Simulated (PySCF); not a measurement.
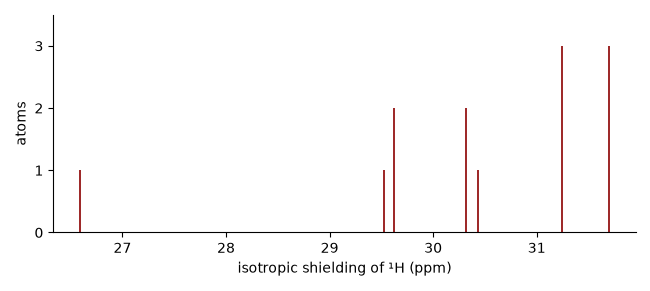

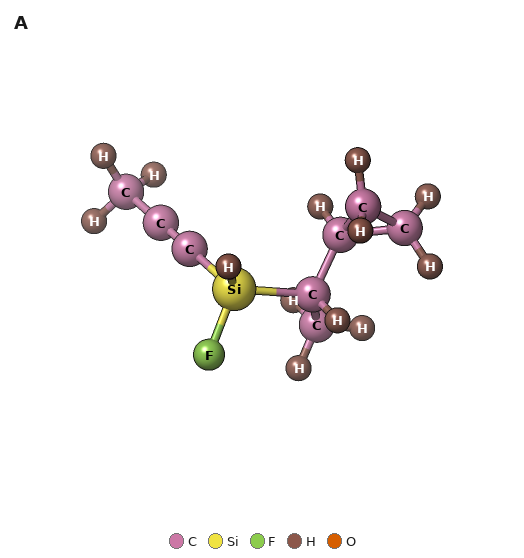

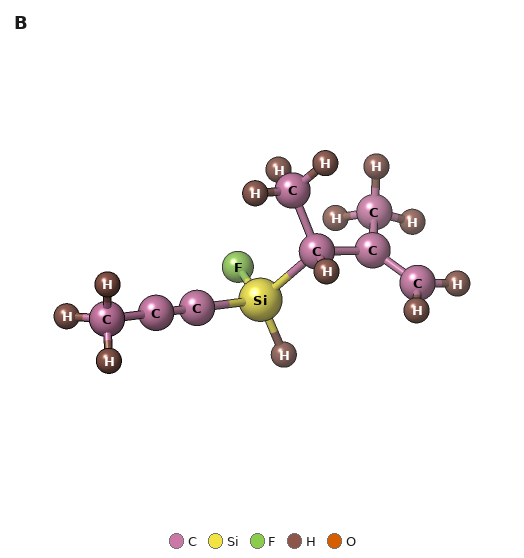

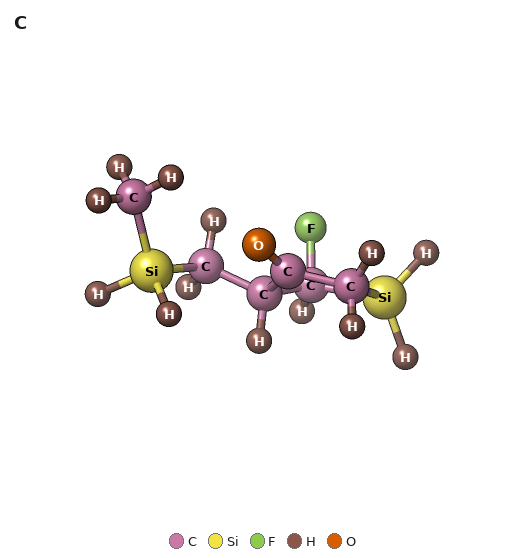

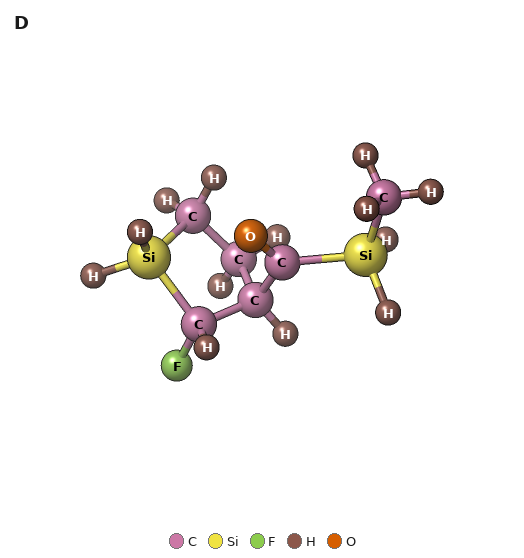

The sticks are computed shieldings of one of the molecules, for one fixed geometry (GFN2-xTB) without averaging over rotations. Low shielding means a high chemical shift. Method: GIAO PBE0/pcSseg-1 NMR shielding, non-relativistic, gas phase (PySCF 2.14.0).

Match the spectrum to a structure.

A, `CC#C[Si@@H](F)[C@@H](C)C1CC1`. Its 13 H atoms give lines at 26.59, 29.52, 29.62 (2 atoms), 30.32 (2 atoms), 30.43, 31.24 (3 atoms), 31.70 (3 atoms) ppm.

The geometry is semi-empirical. Around Si such bond lengths and angles can be off by a tenth of an ångström or more and by several degrees, and values that hang on the shape move with them.
